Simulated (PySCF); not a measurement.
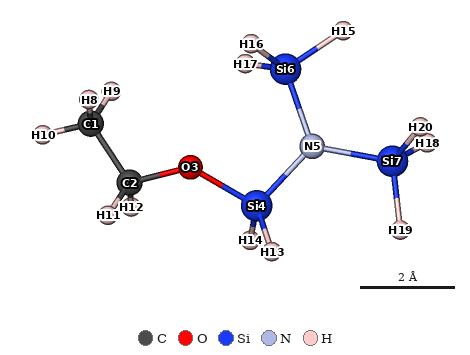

Figure 1. The structure as given in the input (ball-and-stick view, seen on its broad side; atoms are numbered from 1 in the order of the input).

# C2H13NOSi3: a changed input and its effect

System: C2H13NOSi3, SMILES CCO[SiH2]N([SiH3])[SiH3].
Method of run A: GIAO PBE0/pcSseg-1 NMR shielding, non-relativistic, IEF-PCM chloroform (PySCF 2.14.0).

The geometry comes from this level: PBE0-D3(BJ)/def2-SVP. Text and figures count atoms from 1; the logs count them from 0 in places.

### The input, run A
```
{"job": {"kind": "nmr", "xc": "PBE0", "basis": "pcSseg-1", "solvent": "chloroform", "pop": false}, "charge": 0, "multiplicity": 1}
C      3.005034     0.513703    -0.996086
C      2.345178    -0.613196    -0.236895
O      0.955580    -0.582300    -0.459230
Si    -0.259268    -1.136423     0.529720
N     -1.573078    -0.056493     0.174083
Si    -1.191739     1.468348    -0.621195
Si    -3.228372    -0.422612     0.613123
H      2.793140     0.426619    -2.072047
H      2.626264     1.487224    -0.650661
H      4.095844     0.492121    -0.852287
H      2.751253    -1.585733    -0.571464
H      2.566117    -0.528062     0.844643
H     -0.647651    -2.545485     0.227948
H      0.217796    -1.059192     1.947927
H     -2.461225     2.262212    -0.593305
H     -0.773929     1.301020    -2.042296
H     -0.141445     2.231351     0.117028
H     -3.770315     0.565753     1.594268
H     -3.237552    -1.778962     1.242507
H     -4.125750    -0.430265    -0.582114
```

The first line tells a small driver script what to run in PySCF; the rest is the geometry in Å.

Launched with:
```bash
OMP_NUM_THREADS=1 python <driver script> task.json out
```

Hardware: 1 CPU thread, shared host.

### Output (run A)
```
coarse grid: 17256 points
cycle   1  E = -1081.7486867372  dE =  3.257e-01  |g| = 7.596e-01  |ddm| = 3.886e+00
cycle   2  E = -1081.5857704663  dE =  1.629e-01  |g| = 1.180e+00  |ddm| = 1.598e+00
cycle   3  E = -1081.8563140825  dE = -2.705e-01  |g| = 9.319e-02  |ddm| = 1.124e+00
cycle   4  E = -1081.8578018688  dE = -1.488e-03  |g| = 3.693e-02  |ddm| = 9.590e-02
cycle   5  E = -1081.8580887404  dE = -2.869e-04  |g| = 9.953e-03  |ddm| = 3.102e-02
cycle   6  E = -1081.8581064421  dE = -1.770e-05  |g| = 4.052e-03  |ddm| = 1.130e-02
cycle   7  E = -1081.8581098325  dE = -3.390e-06  |g| = 4.862e-04  |ddm| = 3.291e-03
final grid: 150232 points
cycle   8  E = -1081.9056243818  dE = -1.933e-05  |g| = 1.012e-02  |ddm| = 2.109e-02
cycle   9  E = -1081.9056019969  dE =  2.238e-05  |g| = 1.498e-02  |ddm| = 1.577e-02
cycle  10  E = -1081.9056438060  dE = -4.181e-05  |g| = 1.344e-03  |ddm| = 1.006e-02
cycle  11  E = -1081.9056442016  dE = -3.955e-07  |g| = 1.741e-04  |ddm| = 1.194e-03
cycle  12  E = -1081.9056442077  dE = -6.104e-09  |g| = 4.783e-05  |ddm| = 1.686e-04
cycle  13  E = -1081.9056442080  dE = -3.297e-10  |g| = 2.933e-05  |ddm| = 7.220e-05
converged SCF energy = -1081.9056442080

GIAO shielding tensors (ppm)
atom      isotropic    diamagn.    paramagn.     s11        s22        s33       span
  0 C      165.145     247.608     -82.463    148.132    164.209    183.094     34.962
  1 C      121.689     240.359    -118.671     92.685    105.138    167.242     74.557
  2 O      283.133     405.396    -122.263    244.799    289.872    314.729     69.930
  3 Si     370.411     882.976    -512.564    347.523    348.810    414.901     67.378
  4 N      270.282     334.146     -63.865    246.234    279.234    285.377     39.143
  5 Si     402.513     881.129    -478.616    363.877    381.645    462.017     98.141
  6 Si     408.050     878.422    -470.372    362.210    394.129    467.812    105.601
  7 H       29.722      29.338       0.385     26.380     27.957     34.829      8.449
  8 H       29.735      30.918      -1.184     25.810     29.076     34.317      8.508
  9 H       30.133      26.224       3.909     26.168     26.989     37.242     11.074
 10 H       27.267      28.177      -0.910     21.771     26.946     33.083     11.312
 11 H       27.372      30.025      -2.653     22.495     27.547     32.075      9.580
 12 H       26.200      31.270      -5.071     22.454     24.799     31.346      8.893
 13 H       26.260      31.814      -5.554     23.054     24.877     30.850      7.796
 14 H       26.717      29.720      -3.003     23.057     25.744     31.348      8.292
 15 H       26.661      31.030      -4.369     23.223     25.123     31.639      8.416
 16 H       26.593      31.465      -4.872     23.106     25.407     31.266      8.160
 17 H       26.735      27.885      -1.150     23.085     24.850     32.271      9.186
 18 H       26.627      27.961      -1.334     23.057     25.345     31.477      8.420
 19 H       26.684      27.705      -1.022     22.951     24.737     32.363      9.412
```

The input of run B differs as follows (lines with − go, lines with + come):
```diff
-"solvent": "chloroform"
-"pop": false
+"solvent": "acetone"
+"pop": true
```

What does this change do to the results?

The total energy of run B is 0.43 kcal/mol lower: the change of the electrostatic solvation energy at this fixed geometry, without cavity or dispersion terms. The dipole moment goes from 1.73 to 1.83 D. Of all shieldings, the largest change is that of O3, by +0.4 ppm. The number of SCF iterations is the same.

### Output (run B)
```
coarse grid: 17256 points
cycle   1  E = -1081.7502903902  dE =  3.242e-01  |g| = 7.572e-01  |ddm| = 3.886e+00
cycle   2  E = -1081.5934553954  dE =  1.568e-01  |g| = 1.166e+00  |ddm| = 1.570e+00
cycle   3  E = -1081.8570756239  dE = -2.636e-01  |g| = 9.127e-02  |ddm| = 1.096e+00
cycle   4  E = -1081.8585038138  dE = -1.428e-03  |g| = 3.572e-02  |ddm| = 9.257e-02
cycle   5  E = -1081.8587760145  dE = -2.722e-04  |g| = 9.257e-03  |ddm| = 2.978e-02
cycle   6  E = -1081.8587910618  dE = -1.505e-05  |g| = 3.906e-03  |ddm| = 1.054e-02
cycle   7  E = -1081.8587941864  dE = -3.125e-06  |g| = 4.748e-04  |ddm| = 3.190e-03
final grid: 150232 points
cycle   8  E = -1081.9063058396  dE = -1.948e-05  |g| = 1.008e-02  |ddm| = 2.108e-02
cycle   9  E = -1081.9062838718  dE =  2.197e-05  |g| = 1.489e-02  |ddm| = 1.564e-02
cycle  10  E = -1081.9063250910  dE = -4.122e-05  |g| = 1.327e-03  |ddm| = 9.953e-03
cycle  11  E = -1081.9063254749  dE = -3.839e-07  |g| = 1.719e-04  |ddm| = 1.165e-03
cycle  12  E = -1081.9063254808  dE = -5.939e-09  |g| = 5.009e-05  |ddm| = 1.709e-04
cycle  13  E = -1081.9063254812  dE = -3.743e-10  |g| = 2.997e-05  |ddm| = 7.392e-05
converged SCF energy = -1081.9063254812

GIAO shielding tensors (ppm)
atom      isotropic    diamagn.    paramagn.     s11        s22        s33       span
  0 C      165.240     247.811     -82.571    148.178    164.279    183.264     35.087
  1 C      121.662     240.318    -118.656     92.513    105.018    167.457     74.943
  2 O      283.562     405.446    -121.884    245.095    290.516    315.074     69.978
  3 Si     370.323     882.960    -512.637    347.562    349.094    414.315     66.753
  4 N      270.116     334.181     -64.065    246.156    278.945    285.248     39.092
  5 Si     402.563     881.122    -478.559    364.132    381.456    462.102     97.970
  6 Si     407.933     878.404    -470.471    362.296    393.883    467.620    105.324
  7 H       29.766      29.392       0.374     26.437     27.994     34.866      8.429
  8 H       29.744      30.956      -1.212     25.826     29.077     34.331      8.505
  9 H       30.076      26.182       3.894     26.098     26.914     37.216     11.117
 10 H       27.237      28.137      -0.900     21.736     26.909     33.067     11.331
 11 H       27.327      29.944      -2.617     22.440     27.497     32.044      9.604
 12 H       26.204      31.278      -5.074     22.459     24.802     31.350      8.891
 13 H       26.258      31.801      -5.542     23.048     24.870     30.857      7.810
 14 H       26.715      29.722      -3.007     23.058     25.741     31.347      8.289
 15 H       26.697      31.081      -4.384     23.263     25.153     31.674      8.411
 16 H       26.584      31.449      -4.865     23.096     25.396     31.261      8.165
 17 H       26.743      27.890      -1.147     23.093     24.857     32.279      9.186
 18 H       26.616      27.942      -1.326     23.044     25.334     31.468      8.424
 19 H       26.694      27.712      -1.018     22.962     24.751     32.368      9.406
```

### The two runs side by side

| quantity | run A | run B |
| --- | --- | --- |
| outcome | converged | converged |
| total energy (hartree) | −1081.905644 | −1081.906325 |
| HOMO (eV) | −7.49 | −7.49 |
| LUMO (eV) | 0.19 | 0.20 |
| dipole moment (D) | 1.73 | 1.83 |
| shielding of C1 (ppm) | 165.1 | 165.2 |
| shielding of O3 (ppm) | 283.1 | 283.6 |
| shielding of Si4 (ppm) | 370.4 | 370.3 |
| shielding of N5 (ppm) | 270.3 | 270.1 |
| shielding of Si6 (ppm) | 402.5 | 402.6 |
| shielding of Si7 (ppm) | 408.1 | 407.9 |
| shielding of H10 (ppm) | 30.1 | 30.1 |
| SCF iterations | 13 | 13 |
| basis functions | 205 | 205 |
| wall time (shared host) | 65 s | 71 s |
